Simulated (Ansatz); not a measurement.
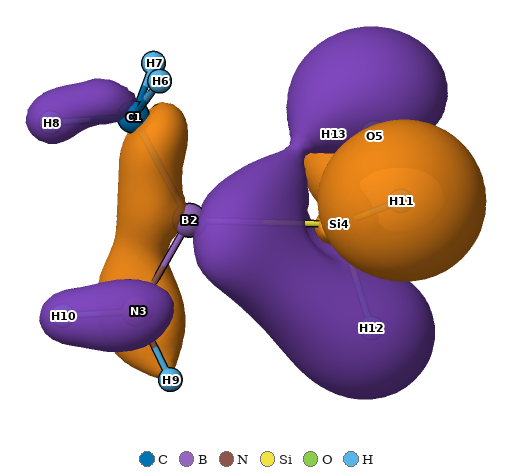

The picture shows: CH$_{8}$BNOSi. The HOMO−1 at ±0.08 Å⁻³ᐟ² (orange and purple are the two phases), seen at a tilt.

The calculation used Ansatz, RKS PBE/def2-SVP.

The calculation's input:

```
crystal:
  periodic: [false, false, false]
  atoms:
    - { symbol: C, position_ang: [-1.6316, 0.0545, -0.1295] }
    - { symbol: B, position_ang: [-0.2219, -0.5212, -0.091] }
    - { symbol: "N", position_ang: [-0.0343, -1.985, -0.4406] }
    - { symbol: Si, position_ang: [1.3672, 0.6147, 0.3996] }
    - { symbol: O, position_ang: [0.7545, 2.1925, 0.7145] }
    - { symbol: H, position_ang: [-1.951, 0.5096, 0.8585] }
    - { symbol: H, position_ang: [-1.6811, 0.9269, -0.8784] }
    - { symbol: H, position_ang: [-2.3725, -0.6643, -0.4432] }
    - { symbol: H, position_ang: [0.6864, -2.0087, -1.1732] }
    - { symbol: H, position_ang: [0.4572, -2.4286, 0.4252] }
    - { symbol: H, position_ang: [1.925, 0.0488, 1.6246] }
    - { symbol: H, position_ang: [2.2821, 0.637, -0.6851] }
    - { symbol: H, position_ang: [0.4405, 2.5892, -0.1666] }
basis:
  gaussian: { orbitals: def2-SVP }
hamiltonian:
  xc: pbe
relax:
  f_tol: 0.015
  max_steps: 40
output:
  orbitals: {}
```

Launched as:

```sh
ansatz run input.yaml --threads 2 --pin off --max-ram 3072MiB --backend cpu --events-out ev --progress --plain --runs-dir out
```

The fields are those of the relaxed geometry.

What is the character of this orbital?

Its weight (Hirshfeld) is mainly on O5 (about 40 %), Si4 (about 20 %), H11 (about 15 %) and H12 (about 10 %). Its energy is −6.73 eV.
